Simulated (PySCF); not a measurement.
SMILES [SeH][Cd][SeH] (H₂CdSe₂) at its CAM-B3LYP/def2-SVP optimised geometry (Å):

```
5

Cd    -0.7289     0.0002     0.0000
Se    -0.8214     2.4556    -0.0117
H     -0.8326     2.5096     1.4581
Se    -0.6495    -2.4556     0.0000
H      0.8214    -2.4556     0.0000
```

Calculation: CAM-B3LYP/def2-TZVP, def2 effective core potentials past Kr (PySCF 2.14.0). The core electrons that the potentials of Cd replace are not part of the density. Cells within 0.4 Å of a nucleus heavier than hydrogen are left out (blank, or x).

Map of the LUMO amplitude (bohr^(-3/2)) on the plane z = 0.0 Å; orbital energy -0.70 eV, overall sign arbitrary:

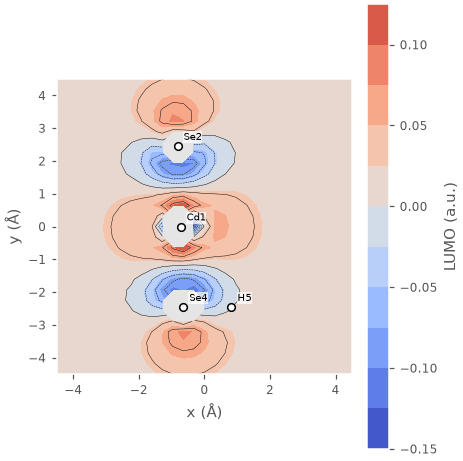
Figure: LUMO amplitude (bohr^(-3/2)) on the plane z = 0.0 Å.
